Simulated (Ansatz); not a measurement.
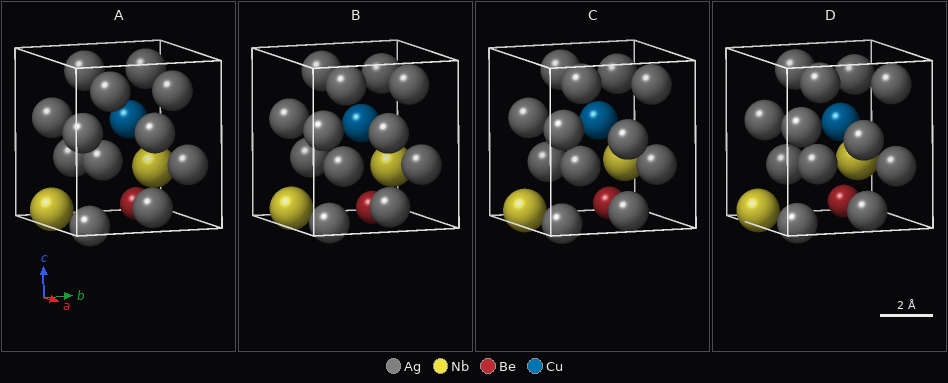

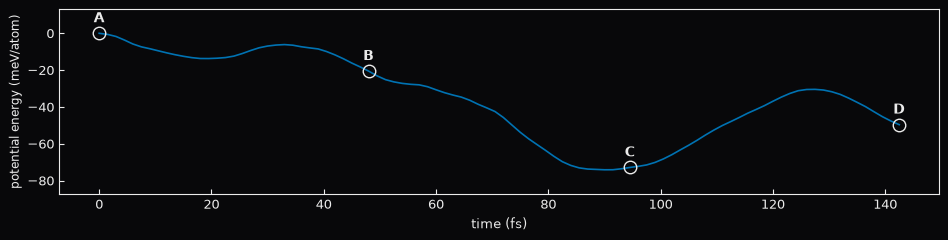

First-principles dynamics of an amorphous cell of composition BeNb₂CuAg₁₂ (16 atoms in the cell), 142 fs long. It starts from the last geometry of an earlier run, with fresh velocities. Frames (A at 0 fs, B at 48 fs, C at 94 fs, D at 142 fs) and the history of the run. Style: spheres-only. Shown: the simulation cell, slightly off an axis.

Theory: Ansatz, DFT PBE, scalar-relativistic, plane waves, PAW. Run with plane-wave cutoff 420 eV; k-point mesh 1 × 1 × 1; Fermi-Dirac smearing 0.0724 eV; volume 0.96 times that of the relaxed crystal; set temperature 840 K; time step 1.5 fs.

The input:
```yaml
crystal:
  lattice:
    - [6.513361, -0.302603, -0.049739]
    - [-0.302603, 6.245981, -0.02875]
    - [-0.049739, -0.02875, 6.506559]
  atoms:
    - { symbol: Ag, position: [0.5125038107, 0.4400924283, 0.7810707991] }
    - { symbol: Ag, position: [0.2426609368, 0.1520336366, 0.6059043769] }
    - { symbol: Ag, position: [0.5330514199, 0.9639174074, 0.3228162296] }
    - { symbol: Ag, position: [0.0353433258, 0.3836612792, 0.3365973875] }
    - { symbol: Ag, position: [0.8086748181, 0.1696032933, 0.0283140686] }
    - { symbol: Ag, position: [0.0094935298, 0.8963778052, 0.8358029833] }
    - { symbol: Ag, position: [0.793262275, 0.130816, 0.5821693578] }
    - { symbol: Ag, position: [0.0702191507, 0.4489339451, 0.8520479036] }
    - { symbol: Ag, position: [0.7465844665, 0.629653242, 0.1074322999] }
    - { symbol: Ag, position: [0.7847337841, 0.6316343005, 0.5589261907] }
    - { symbol: Ag, position: [0.4794020599, 0.3974430189, 0.3695217095] }
    - { symbol: Ag, position: [0.4964879478, 0.8752055605, 0.764481846] }
    - { symbol: Nb, position: [0.0711500055, 0.9232204498, 0.2615171713] }
    - { symbol: Nb, position: [0.2756773412, 0.1314539424, 0.0646186901] }
    - { symbol: Be, position: [0.2819023751, 0.7128087285, 0.0729087373] }
    - { symbol: Cu, position: [0.1993824125, 0.6987991473, 0.5672080717] }
  symmetry: { detect: false }
basis:
  ecutwfc: 420
  xc_grid: 1
kpoints:
  mp_grid: { grid: [1, 1, 1], shift: [0.25, 0.25, 0.25] }
hamiltonian:
  xc: pbe
scf:
  occupations: { method: fermi_dirac, width: 0.0724 }
  lower_state_search: "off"
  convergence: { dr2_threshold: 1.0e-05 }
output:
  forces: true
  stress: true
md:
  timestep: 1.5
  n_steps: 95
  ensemble: nvt_langevin
  friction: 0.03
  temperature: 840.0
  initial_velocities: maxwell_boltzmann
  seed: 77948
```

Run as
```bash
ansatz run input.yaml --threads 2 --pin off --max-ram 5120MiB --backend cpu --events-out ev --progress --plain --runs-dir out
```

Question: What happens in this trajectory?

Answer: Over the second half the temperature averages 907 K (spread ±237 K). The potential energy is still drifting at the end, so the run hasn't reached equilibrium. The potential energy in the second half lies on average 53.1 meV per atom below the first frame. The mean pressure there is 9.6 GPa. In the second half of the run the atoms are, in the root-mean-square, this far from where they began (common drift taken out): Cu 0.38 Å, Ag 0.30 Å, Nb 0.25 Å, Be 0.18 Å. The run lasts only 142 fs, too short to tell vibration from diffusion.

Limits of the set-up: the k-point mesh is coarse for a cell with partly filled bands; the periodic images lie only 6.3 Å apart, so the values are limited by the cell's size.

The run took 3.2 min on 2 threads of Arm Neoverse V2, with other jobs on the host, peak memory 0.57 GiB.
